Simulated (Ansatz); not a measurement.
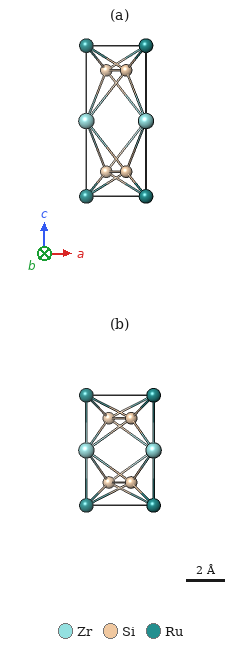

The structure of crystalline ZrSi4Ru (a generated structure, set up in P6/mmm) (coarse preliminary run) before (top) and after (bottom) a relaxation, at one scale.

A ball-and-stick model of the cell of the calculation, seen along the b axis.

Level of theory: DFT PBE, scalar-relativistic, plane waves, PAW in Ansatz.

The input:
```yaml
crystal:
  lattice:
    - [3.70074656, 0.0, 0.0]
    - [-1.85037328, 3.20494053, 0.0]
    - [0.0, 0.0, 8.10617144]
  atoms:
    - { symbol: Zr, position: [0.0, 0.0, 0.5] }
    - { symbol: Si, position: [0.33333333, 0.66666667, 0.83630819] }
    - { symbol: Si, position: [0.33333333, 0.66666667, 0.16369181] }
    - { symbol: Si, position: [0.66666667, 0.33333333, 0.16369181] }
    - { symbol: Si, position: [0.66666667, 0.33333333, 0.83630819] }
    - { symbol: Ru, position: [0.0, 0.0, 0.0] }
basis:
  ecutwfc: 420
kpoints:
  mp_grid: { grid: [6, 6, 2] }
hamiltonian:
  xc: pbe
scf:
  occupations: { method: gaussian, width: 0.1 }
  lower_state_search: "off"
output:
  forces: true
  stress: true
  eigenvalues: true
relax:
  adjacent_minimum: "off"
  f_tol: 0.04
  max_steps: 70
  cell: { stress_tol: 0.4 }
```

Launched with:
```bash
ansatz run input.yaml --threads 1 --pin off --max-ram 2560MiB --backend cpu --events-out ev --progress --plain --runs-dir out
```

> Summarise the run.

The largest moves relative to the cell, 0.26 Å, are those of Si2, Si3, Si4 and Si5. Si4 goes along +c. Zr and Ru stay in place. The drawn cell changes as follows: a = b 3.701 → 4.173 Å (+12.8 %), c 8.106 → 5.921 Å (−27.0 %); the volume changes by −7.1 %. Some distances before and after: Zr1–Ru6 4.053 → 2.961 Å, Zr1–Si2 3.464 → 2.965 Å, Si2–Si5 2.137 → 2.409 Å, Si2–Ru6 2.515 → 2.706 Å. New bonds form, among them: Zr1–Ru6 (4.05 → 2.96 Å). The space group stays P6/mmm (No. 191). After 8 accepted moves (10 points after the start) the energy has fallen by 884 meV per atom. The largest force component goes from 2.5 to 0.0027 eV/Å. The pressure goes from 23.75 to 0.06 GPa. At 2 points the geometry stayed and the basis and grid were re-selected for the new cell (energy shift of 3.1 meV per atom at most each time).

Limits of the set-up: the k-point mesh is coarse for a cell with partly filled bands.
